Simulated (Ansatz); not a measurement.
# Computed scan of one atom of the cell: SnTe (rock salt)

Relaxed SnTe (rock salt):

```xyz
2
Lattice="0.0000 3.1856 3.1856 3.1856 0.0000 3.1856 3.1856 3.1856 0.0000" Properties=species:S:1:pos:R:3 pbc="T T T"
Te     0.0000     0.0000     0.0000
Sn     3.1856     3.1856     3.1856
```

In this cell atom 2 (Sn, nearest neighbour Te at 3.186 Å; its periodic images, 4.5 Å or more away, move with it) is moved by s towards the nearest neighbour, unit vector (0.000, 0.000, 1.000); all other atoms and the cell stay fixed.

Calculation: r2SCAN (plane waves to 500 eV, PAW, scalar-relativistic; Ansatz, a first-principles code). k mesh 10×10×10 (Γ-centred), Fermi-Dirac smearing 0.05 eV. The energy includes the smearing's −TS. F∥ is the force on the atom along that direction. SnTe was relaxed with its symmetry unable to fall. Spin-orbit coupling is left out, though Te is heavy. The PAW data are Ansatz's earlier set. The zero of ΔE is the undisplaced structure.

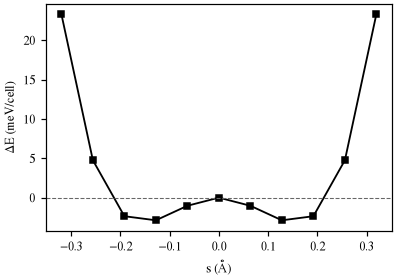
Figure: ΔE (meV/cell) against s (Å); markers are the computed points, lines only join them.

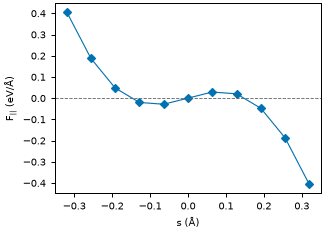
Figure: F∥ (eV/Å) against s (Å); one marker a computed point.

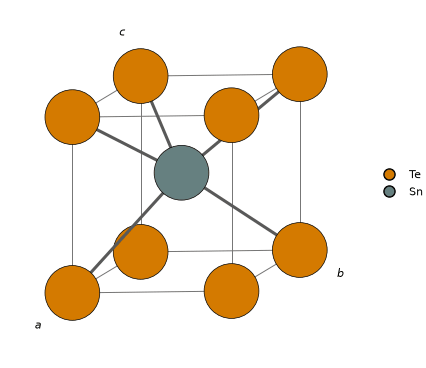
The cell of the calculation at s = -0.320 Å.

The depth of the well (fit) is 3.1 meV/cell, cell held fixed and the energy at s = 0.320 Å comes out as 23.3 meV/cell. The force along the line at s = -0.320 Å comes out as 0.407 eV/Å. Shape of the curve: a double well: the undisplaced structure is a maximum between two minima. Symmetry of the curve: even: the same for both signs.

With its periodic images moving along, the atom's site symmetry in this cell is m-3m.

(For displaced atoms, the force is minus the slope of the energy, and its curvature is a force constant, which sets phonon frequencies.)
